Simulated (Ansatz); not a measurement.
# CH7FOSi2: what the fields show

```yaml
atoms:
  - { symbol: O, position_ang: [-1.7909, -0.2478, 1.9672] }
  - { symbol: C, position_ang: [-1.1224, 0.1136, 0.7643] }
  - { symbol: Si, position_ang: [-2.3281, 0.8601, -0.5352] }
  - { symbol: Si, position_ang: [-1.2787, 1.3432, -2.5899] }
  - { symbol: F, position_ang: [-0.5449, -0.0402, -3.1116] }
  - { symbol: H, position_ang: [-2.4204, -0.9591, 1.7466] }
  - { symbol: H, position_ang: [-0.3659, 0.8816, 1.0329] }
  - { symbol: H, position_ang: [-0.5509, -0.7319, 0.3070] }
  - { symbol: H, position_ang: [-2.9723, 2.1108, 0.0049] }
  - { symbol: H, position_ang: [-3.4221, -0.1533, -0.7732] }
  - { symbol: H, position_ang: [-0.2155, 2.3996, -2.4386] }
  - { symbol: H, position_ang: [-2.2522, 1.7877, -3.6488] }
```

Computed with RKS PBE/def2-SVP (Ansatz 0.2.0).

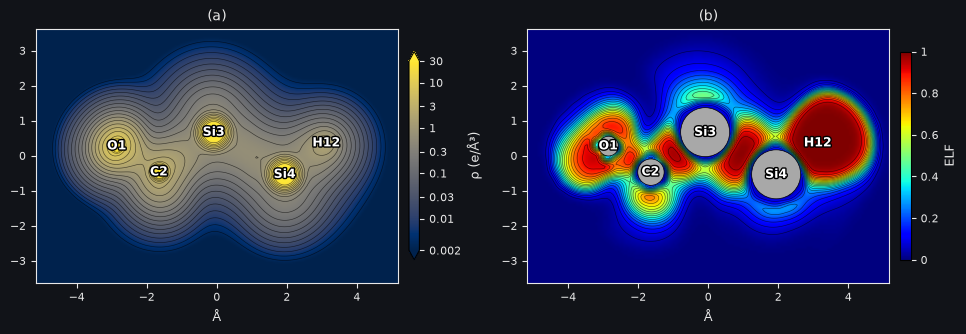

Figure 1. (a) total electron density; (b) ELF on the plane of atoms C2, Si3 and Si4. Grey discs cover the atomic cores in the ELF map.

What does the map show?

Answer. The plane passes through O, C, Si and H nuclei. C–O (1.42 Å): the density is about 2 e/Å³ at the midpoint, with its minimum of 1.7 e/Å³ about 0.5 Å from C; the ELF peaks at about 0.90 between the atoms (a polar covalent bond). C–Si (1.92 Å): ρ at the midpoint is about 0.9 e/Å³; the ELF peaks at about 0.95 between the atoms; a covalent bond. Si–Si (2.36 Å): the density is about 0.63 e/Å³ at the midpoint; the ELF peaks at about 1 between the atoms; a covalent bond. Si–H (1.51 Å): the density is about 0.76 e/Å³ at the midpoint; the ELF climbs to about 1 towards the hydrogen, as it does in any bond to H. The ELF also peaks beside O1, away from the bonds: lone-pair regions.

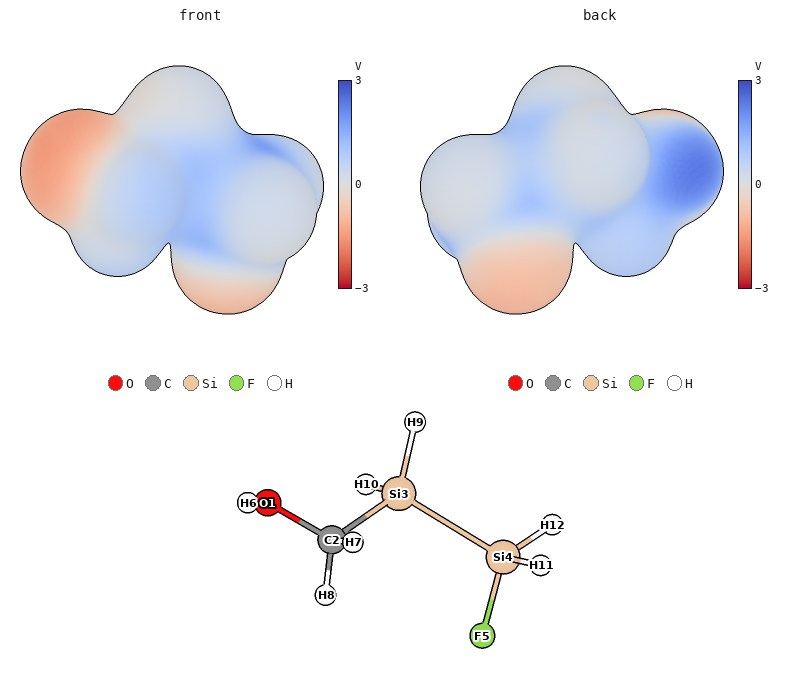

Figure 2. The molecular electrostatic potential painted on the density surface at 0.002 e/bohr³, seen from the front and from behind; the colour scale runs from red (negative) to blue (positive). The bare structure is drawn below in the same view.

Where is the surface potential most negative and most positive?

Answer. The most negative region (about −1.4 V) lies over O1, the most positive (about +2.3 V) over H6. O1 is the likeliest acceptor of a hydrogen bond.

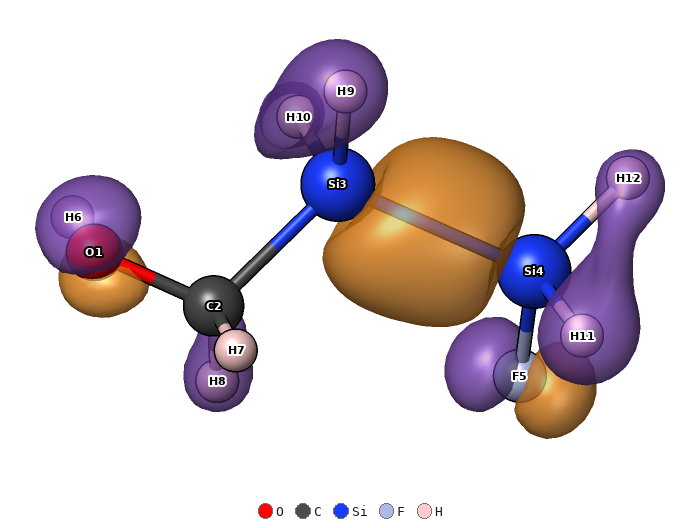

Figure 3. The HOMO−1 at ±0.15 Å⁻³ᐟ² (orange and purple are the two phases), seen at a tilt.

Where does this orbital lie, and at what energy?

Answer. It lies mainly on Si3 (about 30 %), Si4 (about 25 %), F5 (about 10 %), O1 (about 10 %), H9 (about 5 %) and H11 (about 5 %). Its energy is −7.16 eV.
